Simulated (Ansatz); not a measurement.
# SiH₅ (doublet): correlated methods under varied settings at distance Si1–H5 along a hydrogen transfer = 1.485 Å

Aim: run SiH₅ (doublet) at one geometry under a spread of methods and options, and see what each costs and gives.

Computed with Ansatz 0.2.0, Gaussian basis. Level: the settings change from run to run.

10 further runs of the same task are left out: 1 for a mislabelled method, 8 that didn't finish, 1 set aside as unsound or not needed.

## 1. What is computed

The geometry derives from fragments relaxed apart (PBE0/def2-TZVP) and kept rigid, so it is no stationary point. A hydrogen atom is moved between rigid fragments.

6 atoms, charge 0, spin multiplicity 2.

Atoms are counted from 1 here; the program's logs count them from 0.

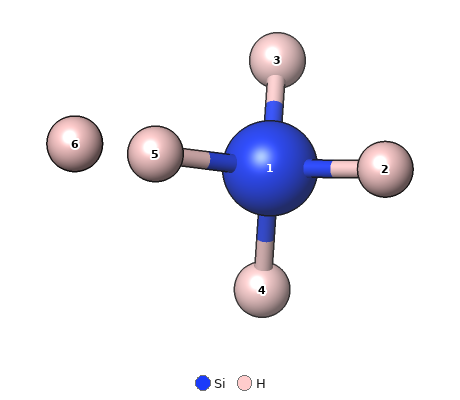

The structure; silicon blue, hydrogen pink; atoms are numbered from 1 in the order of the file.

As a file:

```xyz
6

Si   -0.07698    0.00000    0.00000
H    -0.57186    1.39971    0.00000
H    -0.57186   -0.69985    1.21218
H    -0.57186   -0.69985   -1.21218
H     1.40763    0.00000    0.00000
H     2.45302    0.00000    0.00000
```

## 2. CCSD(T) on UHF/cc-pVDZ

Contents of in.yaml:

```yaml
crystal:
  periodic: [false, false, false]
  atoms:
    - {symbol: Si, position_ang: [-0.076983, 0.000000, 0.000000]}
    - {symbol: H, position_ang: [-0.571855, 1.399708, 0.000000]}
    - {symbol: H, position_ang: [-0.571855, -0.699854, 1.212183]}
    - {symbol: H, position_ang: [-0.571855, -0.699854, -1.212183]}
    - {symbol: H, position_ang: [1.407632, 0.000000, 0.000000]}
    - {symbol: H, position_ang: [2.453017, 0.000000, 0.000000]}
basis:
  gaussian: {orbitals: cc-pVDZ}
magnetization: {spin_polarized: true, initial_magnetization: 1}
correlation: {method: ccsd_t, electrons: valence}
```

On the command line:

```console
$ ansatz run in.yaml --threads 1 --pin off --events-out ev --progress --plain --max-ram 2393MiB
```

Log:

```text
Functional definition: HF
  name "HF"
  cite "Fock, Z. Phys. 61, 126 (1930) doi:10.1007/BF01340294"
  parent pbe
  exchange = exact_x
  correlation = 0
397 factors; integrals over basis functions are off by at most 1.2e-3 eV
mean field evaluation 1: about -7936.8528 eV, gradient 8.2e0 eV
mean field evaluation 2: about -7936.8735 eV, gradient 8.2e0 eV
mean field evaluation 4: about -7937.8769 eV, gradient 1.1e0 eV
mean field evaluation 8: about -7937.9063 eV, gradient 1.1e-3 eV
mean field evaluation 16: about -7937.8489 eV, gradient 1.1e0 eV
mean field -7937.90634250 eV, -291.7126775809 hartree, gradient 2.0e-6 eV, S^2 0.764932; 0 other end points of the search recorded, 0 dependent functions left out
5 core orbitals not correlated: weight in the atoms' cores, before any rotation towards them, 1.000 or more for the frozen orbitals, at most 0.000 for the correlated occupied ones
reference -7937.90634250 eV, -291.7126775809 hartree; 5, 4 occupied and 33, 34 virtual orbitals, 397 factors
second order -3.41157914 eV of doubles, -0.00000000 eV of singles
cycle   1  -4.07751012 eV  change   -6.7e-1 eV  update   5.9e-2
cycle   2  -4.32562890 eV  change   -2.5e-1 eV  update   2.2e-2
cycle   3  -4.33709480 eV  change   -1.1e-2 eV  update   7.3e-3
cycle   4  -4.33770441 eV  change   -6.1e-4 eV  update   2.8e-3
cycle   5  -4.33808958 eV  change   -3.9e-4 eV  update   1.2e-3
cycle   6  -4.33831773 eV  change   -2.3e-4 eV  update   3.6e-4
cycle   7  -4.33846645 eV  change   -1.5e-4 eV  update   7.4e-5
cycle   8  -4.33844954 eV  change    1.7e-5 eV  update   2.3e-5
cycle   9  -4.33843711 eV  change    1.2e-5 eV  update   8.7e-6
cycle  10  -4.33844003 eV  change   -2.9e-6 eV  update   3.2e-6
perturbative correction -0.07982361 eV, -0.0029334634 hartree
Total energy: -7942.32460615 eV, -291.8750457749 hartree
```

Wall time 0.69 s (1 thread of Intel Xeon Platinum 8488C, shared host).

From the report: ⟨S²⟩ of the determinant 0.765 (pure doublet: 0.75); correlation -4.4183 eV; T1 0.015; largest double amplitude 0.03.

## 3. NEVPT4(SD)(5,4)/6-31G*

in.yaml, as its differences from that of step 2:

```diff
@@ -10,4 +10,4 @@
 basis:
-  gaussian: {orbitals: cc-pVDZ}
-magnetization: {spin_polarized: true, initial_magnetization: 1}
-correlation: {method: ccsd_t, electrons: valence}
+  gaussian: {orbitals: "6-31G*", point_charges: [{charge: 1.00, position_ang: [6.457, 0.768, 0.402]}]}
+magnetization: {spin_polarized: false, initial_magnetization: 1}
+correlation: {method: fic_nevpt4_sd, electrons: outside_noble_gas, active_space: {window: {electrons: 5, orbitals: 4}, states: [{multiplicity: 2, weights: [1, 0.5, 0.5]}], root: 2}}
```

The command is unchanged.

Log, cut to the lines that bear on the results:

```text
Functional definition: HF
  name "HF"
  cite "Fock, Z. Phys. 61, 126 (1930) doi:10.1007/BF01340294"
  parent pbe
[...]
564 factors; integrals over basis functions are off by at most 1.2e-7 eV
[...]
mean field -7937.36734115 eV, -291.6928696463 hartree, gradient 2.3e-6 eV, S^2 0.750000; 0 other end points of the search recorded, 0 dependent functions left out
reference -7937.36734115 eV, -291.6928696463 hartree; 10, 9 occupied and 19, 20 virtual orbitals, 564 factors
state -7937.55758339 eV, -291.6998609200 hartree
state -7930.18839426 eV, -291.4290482145 hartree
state -7929.71995642 eV, -291.4118334414 hartree
state -7937.55758339 eV, -291.6998609200 hartree; corrected -7940.53201687 eV, -291.8091693341 hartree
state -7930.18839426 eV, -291.4290482145 hartree; corrected -7933.72879896 eV, -291.5591556871 hartree
state -7929.71995642 eV, -291.4118334414 hartree; corrected -7933.59709553 eV, -291.5543156754 hartree
[...]
state -7929.71995642 eV, -291.4118334414 hartree; corrected -7933.59709553 eV, -291.5543156754 hartree
state -7937.55652744 eV, -291.6998221142 hartree
state -7930.19291455 eV, -291.4292143319 hartree
state -7929.71256323 eV, -291.4115617465 hartree
state -7937.55652744 eV, -291.6998221142 hartree; corrected -7940.53204494 eV, -291.8091703656 hartree
state -7930.19291455 eV, -291.4292143319 hartree; corrected -7933.73456463 eV, -291.5593675718 hartree
state -7929.71256323 eV, -291.4115617465 hartree; corrected -7933.59187600 eV, -291.5541238614 hartree
state -7937.55652744 eV, -291.6998221142 hartree; corrected -7940.53204494 eV, -291.8091703656 hartree
state -7930.19291455 eV, -291.4292143319 hartree; corrected -7933.73456463 eV, -291.5593675718 hartree
state -7929.71256323 eV, -291.4115617465 hartree; corrected -7933.59187600 eV, -291.5541238614 hartree
WARN: the results are in doubt because another end's mean lies 0.001 eV lower, and its corrected mean 0.000 eV higher
Total energy: -7933.59187600 eV, -291.5541238614 hartree
In doubt: another end's mean lies 0.001 eV lower, and its corrected mean 0.000 eV higher
```

Wall time 2 s (1 thread of Intel Xeon Platinum 8488C, shared host).

From the report: 24 determinants; active occupations (of the averaged states) 1.85, 1.75, 1.25, 0.16. Mind the lines of doubt at the end of the log.

## 4. CASSCF(1,3)/cc-pVDZ

Contents of in.yaml:

```yaml
crystal:
  periodic: [false, false, false]
  atoms:
    - {symbol: Si, position_ang: [-0.076983, 0.000000, 0.000000]}
    - {symbol: H, position_ang: [-0.571855, 1.399708, 0.000000]}
    - {symbol: H, position_ang: [-0.571855, -0.699854, 1.212183]}
    - {symbol: H, position_ang: [-0.571855, -0.699854, -1.212183]}
    - {symbol: H, position_ang: [1.407632, 0.000000, 0.000000]}
    - {symbol: H, position_ang: [2.453017, 0.000000, 0.000000]}
basis:
  gaussian: {orbitals: cc-pVDZ}
magnetization: {spin_polarized: false, initial_magnetization: 1}
correlation: {active_space: {window: {electrons: 1, orbitals: 3}, states: [{multiplicity: 2, weights: [1, 0.5, 1]}]}}
output: {forces: true}
```

Same command.

Log, cut to the lines that bear on the results:

```text
Functional definition: HF
  name "HF"
  cite "Fock, Z. Phys. 61, 126 (1930) doi:10.1007/BF01340294"
  parent pbe
[...]
797 factors; integrals over basis functions are off by at most 2.4e-7 eV
[...]
mean field -7937.77911086 eV, -291.7080019043 hartree, gradient 1.5e-6 eV, S^2 0.750000; 0 other end points of the search recorded, 0 dependent functions left out
reference -7937.77911086 eV, -291.7080019043 hartree; 10, 9 occupied and 33, 34 virtual orbitals, 797 factors
state -7937.35934287 eV, -291.6925757150 hartree
state -7931.37772482 eV, -291.4727553062 hartree
state -7931.37772445 eV, -291.4727552926 hartree
an earlier search ended where averaged states of different weights were degenerate, so these states were given the mean of their weights and the orbitals were optimised with it
[...]
Total energy: -7933.77037193 eV, -291.5606834657 hartree
Atom 0 at    -0.076983     0.000000     0.000000 Å, force    -2.818247    -0.000003     0.000000 eV/Å
Atom 1 at    -0.571855     1.399708     0.000000 Å, force     0.130637     0.343285     0.000000 eV/Å
Atom 2 at    -0.571855    -0.699854     1.212183 Å, force     0.130638    -0.171641     0.297290 eV/Å
Atom 3 at    -0.571855    -0.699854    -1.212183 Å, force     0.130638    -0.171641    -0.297290 eV/Å
Atom 4 at     1.407632     0.000000     0.000000 Å, force     5.393410    -0.000000    -0.000000 eV/Å
Atom 5 at     2.453017     0.000000     0.000000 Å, force    -2.967076     0.000000     0.000000 eV/Å
Dipole moment:     0.428943     0.000000    -0.000000 e Å
```

Wall time 1.4 s (1 thread of Intel Xeon Platinum 8488C, shared host).

From the report: 3 determinants; active occupations (of the averaged states) 0.40, 0.30, 0.30.

## 5. BCCD(T) on UHF/def2-SVP

in.yaml, as its differences from that of step 4:

```diff
@@ -10,5 +10,6 @@
 basis:
-  gaussian: {orbitals: cc-pVDZ}
-magnetization: {spin_polarized: false, initial_magnetization: 1}
-correlation: {active_space: {window: {electrons: 1, orbitals: 3}, states: [{multiplicity: 2, weights: [1, 0.5, 1]}]}}
+  gaussian: {orbitals: def2-SVP}
+magnetization: {spin_polarized: true, initial_magnetization: 1}
+correlation: {method: bccd_t, electrons: outside_noble_gas}
+accuracy: high
 output: {forces: true}
```

Same command.

Log, cut to the lines that bear on the results:

```text
Functional definition: HF
  name "HF"
  cite "Fock, Z. Phys. 61, 126 (1930) doi:10.1007/BF01340294"
  parent pbe
[...]
873 factors; integrals over basis functions are off by at most 3.9e-9 eV
[...]
mean field -7935.48107295 eV, -291.6235505688 hartree, gradient 1.2e-8 eV, S^2 0.764600; 0 other end points of the search recorded, 0 dependent functions left out
5 core orbitals not correlated: weight in the atoms' cores, before any rotation towards them, 1.000 or more for the frozen orbitals, at most 0.000 for the correlated occupied ones
reference -7935.48107295 eV, -291.6235505688 hartree; 5, 4 occupied and 33, 34 virtual orbitals, 873 factors
second order -3.38172052 eV of doubles, -0.00000000 eV of singles
cycle   1  -4.03617385 eV  change   -6.5e-1 eV  update   5.7e-2
[...]
cycle  21  -4.27573540 eV  change   3.7e-10 eV  update  5.0e-10
perturbative correction -0.08191953 eV, -0.0030104870 hartree
[...]
Total energy: -7939.83872788 eV, -291.7836914336 hartree
Atom 0 at    -0.076983     0.000000     0.000000 Å, force    -2.118664    -0.000004     0.000000 eV/Å
Atom 1 at    -0.571855     1.399708     0.000000 Å, force     0.019687     0.035565    -0.000000 eV/Å
Atom 2 at    -0.571855    -0.699854     1.212183 Å, force     0.019688    -0.017780     0.030795 eV/Å
Atom 3 at    -0.571855    -0.699854    -1.212183 Å, force     0.019688    -0.017780    -0.030795 eV/Å
Atom 4 at     1.407632     0.000000     0.000000 Å, force     1.111015    -0.000000     0.000000 eV/Å
Atom 5 at     2.453017     0.000000     0.000000 Å, force     0.948586     0.000000    -0.000000 eV/Å
Dipole moment:    -0.096912     0.000000     0.000000 e Å
```

Wall time 6.5 s (1 thread of Intel Xeon Platinum 8488C, shared host); peak memory 0.29 GiB.

From the report: ⟨S²⟩ of the determinant 0.765 (pure doublet: 0.75); correlation -4.3577 eV; largest double amplitude 0.04.

## 6. The runs in one table

Where basis and cores are those of an earlier UCCSDT(Q)/cc-pVDZ run (-7942.3467 eV), and the state is the same kind, the miss against it is given. † marks a result that the program doubts.

```
                                                                         level         correlated  functions  energy (eV)  from UCCSDT(Q) (meV)    time
                                                        CCSD(T) on UHF/cc-pVDZ            valence         43   -7942.3246                  22.1  0.69 s
NEVPT4(SD)(5,4)/6-31G* (excited root 2 of an average, beside a point charge) †  outside noble gas         29   -7933.5919                           2 s
                                  CASSCF(1,3)/cc-pVDZ (mean of several states)                            43   -7933.7704                         1.4 s
                                                       BCCD(T) on UHF/def2-SVP  outside noble gas         43   -7939.8387                         6.5 s
```

## 7. What came out

| quantity | value |
| --- | --- |
| runs | 4 |
| quickest | CCSD(T) on UHF/cc-pVDZ, 0.69 s |
| slowest | BCCD(T) on UHF/def2-SVP, 6.5 s |

What this shows: Total energies in different bases, with other cores or another treatment of relativity can't be set against each other. BCCD(T) on UHF/def2-SVP took 9 times as long as CCSD(T) on UHF/cc-pVDZ; the jobs differ in more than the method.
